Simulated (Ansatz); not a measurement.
The figure comes from a scan of NaCl (rock salt): a phonon pattern at L = (0.5, 0.0, 0.0) is frozen into a 4-atom cell, Q being the largest atomic displacement. Calculation: PBE (plane waves to 420 eV, PAW, scalar-relativistic; Ansatz, an electronic-structure program). k mesh 5×10×10 (Γ-centred), Fermi-Dirac smearing 0.05 eV. The energy includes the smearing's −TS. NaCl was relaxed with its symmetry unable to fall. The zero of ΔE is the undisplaced structure.

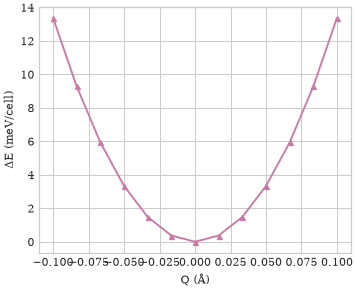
Fig. 1. ΔE (meV/cell) against Q (Å); one marker a computed point.

Problem. Turn the plot into a table (rounded to what can be read).

Solution. To the nearest 0.2:

| Q (Å) | ΔE (meV/cell) |
|---|---|
| -0.100 | 13.4 |
| -0.083 | 9.2 |
| -0.067 | 6.0 |
| -0.050 | 3.4 |
| -0.033 | 1.4 |
| -0.017 | 0.4 |
| 0.000 | 0.0 |
| 0.017 | 0.4 |
| 0.033 | 1.4 |
| 0.050 | 3.4 |
| 0.067 | 6.0 |
| 0.083 | 9.2 |
| 0.100 | 13.4 |

(A displaced cell: forces are minus the slopes of the energy, force constants its curvatures, and phonons follow from these.)
